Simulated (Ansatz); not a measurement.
A series of calculations on BSiH$_{6}$Cl

## 1. Relaxation

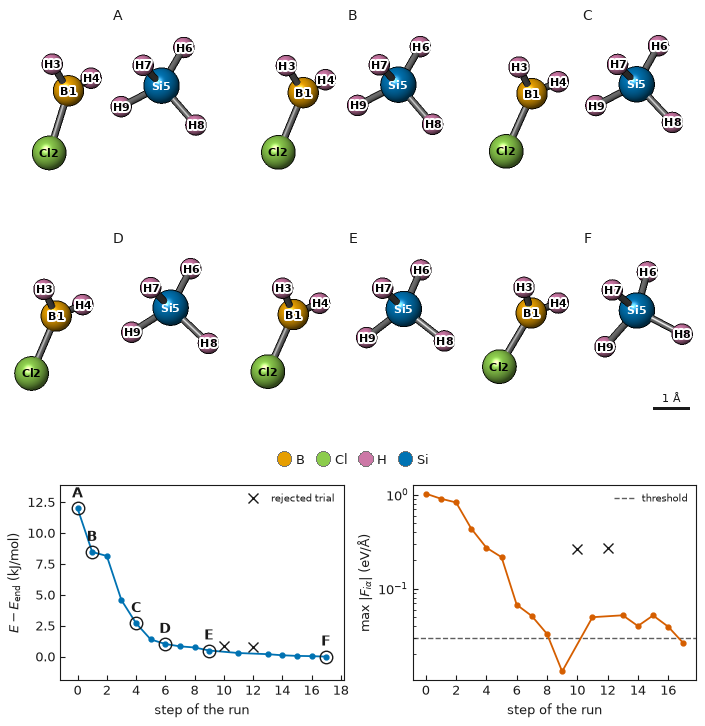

Frames of a relaxation of BSiH$_{6}$Cl, marked on the history of the run. The picture is a ball-and-stick view, seen at a tilt.

The run prepares an end point of a later path (reaction) calculation, from a guessed geometry.

Computed with RKS B3LYP-D4/def2-SVP (Ansatz 0.2.0). (no spin polarisation; force threshold 0.03 eV/Å; at most 50 steps)

### Describe the path.

Over 15 accepted moves (17 points after the start) the energy falls by 12.0 kJ/mol. The largest force component goes from 1 to 0.026 eV/Å. The line search rejected the trial steps at points 10, 12 of the run. The forces were under the threshold at step 9, but the run went on from there. The atom that moves furthest after the best rigid fit is Cl2 (0.68 Å). By element the largest moves are Cl 0.68 Å, H 0.65 Å, B 0.24 Å, Si 0.18 Å. Near-neighbour distances that change, for instance: B1–Cl2 1.823 → 1.750 Å, Si5–H9 1.476 → 1.493 Å. Bond angles that change, for instance: H8–Si5–H9 106.7° → 109.0°. The run took 47 s on 1 thread of Arm Neoverse V2, with other jobs on the host, peak memory 0.15 GiB. From step 0 to 1: Cl2 moves most (0.20 Å), energy −3.52 kJ/mol. From step 1 to 4: Cl2 moves most (0.23 Å), energy −5.76 kJ/mol. From step 4 to 6: H9 moves most (0.22 Å), energy −1.68 kJ/mol. From step 6 to 9: H6 moves most (0.16 Å), energy −0.53 kJ/mol. From step 9 to 17: H atoms move most (0.28 Å), energy −0.49 kJ/mol.

```tsv
step	E − E(0), kJ/mol	largest force component, eV/Å	note
0	0.00	1.0274	
1	-3.52	0.9071	
2	-3.84	0.8280	
3	-7.41	0.4365	
4	-9.28	0.2731	
5	-10.59	0.2166	
6	-10.97	0.0675	
7	-11.16	0.0512	
8	-11.25	0.0330	
9	-11.49	0.0132	
10	-11.13	0.2634	rejected
11	-11.70	0.0497	
12	-11.20	0.2722	rejected
13	-11.79	0.0521	
14	-11.88	0.0401	
15	-11.93	0.0519	
16	-11.95	0.0394	
17	-11.99	0.0263
```

## 2. Relaxation

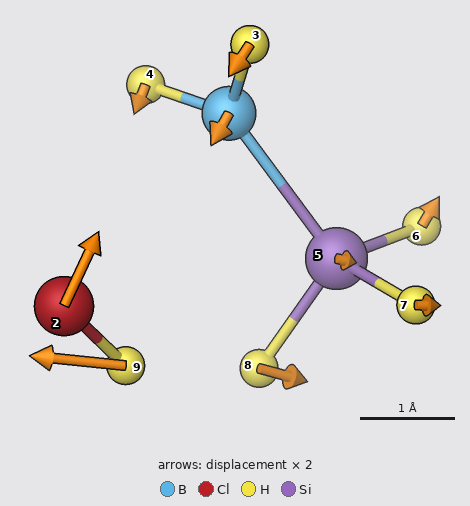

A relaxation of BSiH$_{6}$Cl. The starting structure is drawn; orange arrows show the displacements, magnified 2 times. The two geometries are superimposed by the best rigid fit.

The picture is a ball-and-stick view, seen at a tilt.

The run prepares an end point of a later path (reaction) calculation, from a guessed geometry.

All numbers below come from RKS B3LYP-D4/def2-SVP in Ansatz 0.2.0. (no spin polarisation; force threshold 0.03 eV/Å; at most 50 steps)

What happened in the run?

Answer. After 8 geometry steps the energy has fallen by 12.8 kJ/mol. The largest force component goes from 0.98 to 0.027 eV/Å. The largest move after the best rigid fit is that of an H atom, 0.54 Å. By element the largest moves are H 0.54 Å, Cl 0.45 Å, B 0.21 Å, Si 0.13 Å. Some distances before and after: B–Cl 3.055 → 2.480 Å, B–Si 1.973 → 2.019 Å, Cl–H 1.337 → 1.296 Å.

## 3. Path

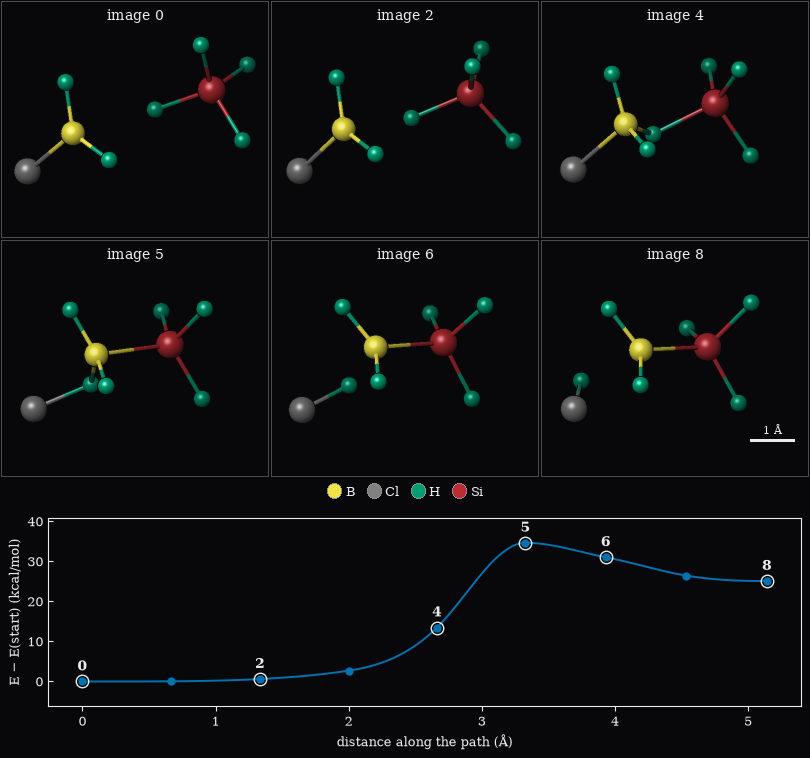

A nudged-elastic-band calculation for BSiH6Cl, made up at the start of BH₂Cl and SiH₄. Images are numbered from 0 (start) to 8 (end). Style: ball-and-stick. Shown from a free direction.

Method: RKS B3LYP-D4/def2-SVP (Ansatz). Settings: 7 movable images; climbing image; force threshold 0.05 eV/Å; iteration limit 60; starting path through a guess of the saddle point.

What happens along the path, and what is the barrier?

Answer. Breaking: B–Cl (1.75 → 2.48 Å), H–Si (1.49 → 3.24 Å). Forming: B–Si (3.56 → 2.02 Å), Cl–H (3.34 → 1.30 Å). Forward barrier 34.7 kcal/mol, backward barrier 9.6 kcal/mol, with image 5 at the top; the reaction energy is +25.1 kcal/mol. The band converged in 33 iterations. The largest component of the band force went from 10 to 0.044 eV/Å. The climbing image converged on the top of the path. Its vibrational analysis gives one imaginary mode (569i cm⁻¹), as a transition state must have.

Limits of the set-up: the start holds two separate molecules, 2.6 Å apart at their closest, whose relative position is a soft coordinate.

Cost: 9.3 min on 1 thread of Arm Neoverse V2 (shared host), peak memory 0.15 GiB.
